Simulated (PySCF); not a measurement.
```xyz
15

F    -3.0337    0.2685   -0.8859
C    -1.9540    0.5446   -0.1461
F    -1.5370    1.7663   -0.4965
F    -2.3531    0.6116    1.1293
C    -0.8832   -0.4987   -0.3405
C     0.3266   -0.2857    0.5345
C     1.6370   -0.9981    0.1596
Si    1.7320    0.8603    0.0840
H    -1.3533   -1.4770   -0.1425
H    -0.6145   -0.4843   -1.4084
H     0.0904   -0.3252    1.6052
H     1.6297   -1.5429   -0.7922
H     2.1458   -1.5559    0.9525
H     2.4206    1.6087    1.1632
H     1.7283    1.5009   -1.2536
```

Geometry: PBE0-D3(BJ)/def2-SVP.

These are results of PBE0/pcSseg-1, SCF density, gas phase, non-relativistic in PySCF, not measurements.

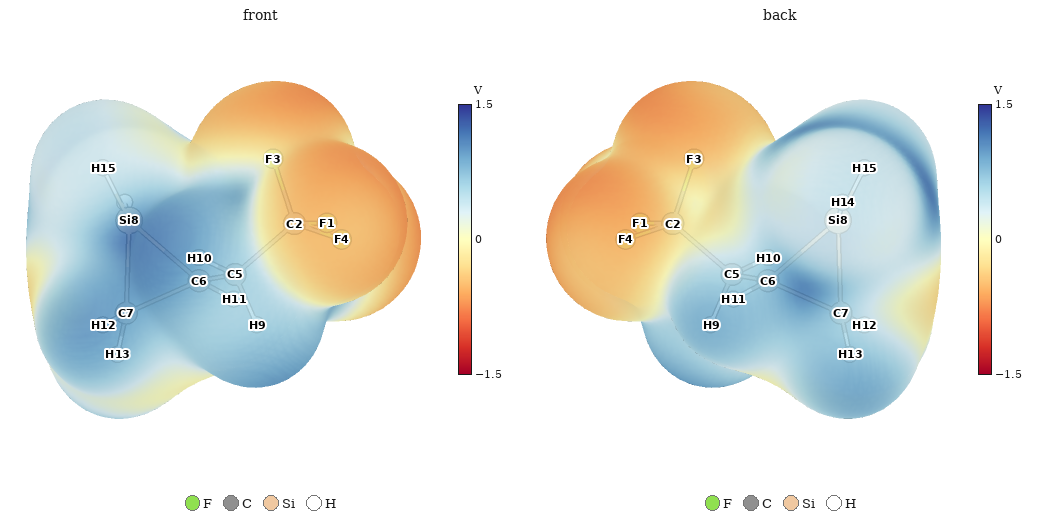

C4H7F3Si (SMILES FC(F)(F)C[C@H]1C[SiH2]1). The molecular electrostatic potential painted on the density surface at 0.002 e/bohr³, seen from the front and from behind; red is negative and blue positive.

Describe the electrostatic potential map.

Answer. The most negative region (about −0.7 V) lies over F1, F3 and F4, the most positive (about +1.1 V) over C7, Si8 and H10.
